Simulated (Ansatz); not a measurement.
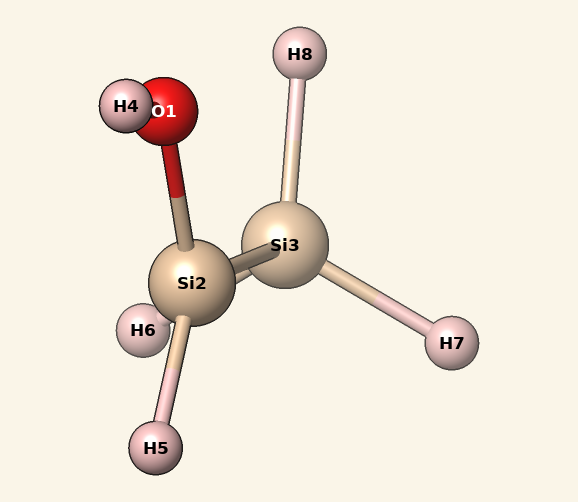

Si3 lies behind Si2. The molecule seen a little off the Si2–Si3 bond, Si2 in front. Distant atoms are faded towards the background colour. The species has charge +1 and is a spin singlet. The geometry was computed by an optimisation with PBE0-D4/def2-TZVP. No frequency run is at hand to confirm it as a minimum.

What is the torsion angle O1–Si2–Si3–H6? The sign is positive where the front bond must turn clockwise to cover the back bond.

Answer. −121°, anticlinal.
